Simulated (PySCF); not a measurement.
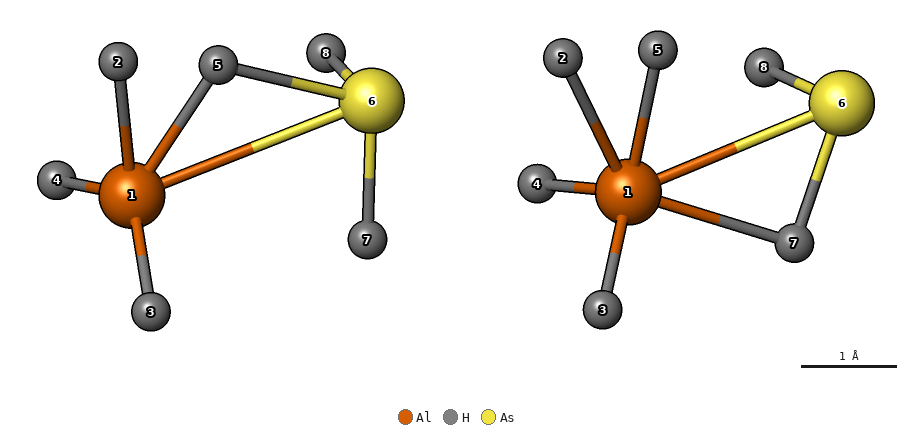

Two geometries of AlAsH6 (coarse preliminary run), drawn at one scale. One is the start of a relaxation, the other its converged end. A ball-and-stick model, seen at a tilt.

Method: RKS PBE0-D4/def2-SVP, partitioned rational-function steps on a Bofill-updated Hessian (PySCF). 

> Which one is relaxed?

The left one is the relaxed one. The reaction that was planned forms Al1–As6, H2–H5 and breaks Al1–H2, H5–As6 (atoms numbered from 1 in input order). Over 14 geometry steps the energy falls by 0.308 eV. Al1 moves most after the best rigid fit: 0.44 Å. Largest moves by element: Al 0.44 Å, H 0.31 Å, As 0.20 Å. Some distances before and after: Al1–H7 1.940 → 2.644 Å, H5–As6 2.339 → 1.876 Å, Al1–As6 2.463 → 2.734 Å, Al1–H2 1.945 → 1.700 Å. Bond angles that change, for instance: H5–Al1–As6 65.1° → 42.7°, H3–Al1–As6 123.3° → 104.0°, H3–Al1–H4 113.1° → 132.2°.
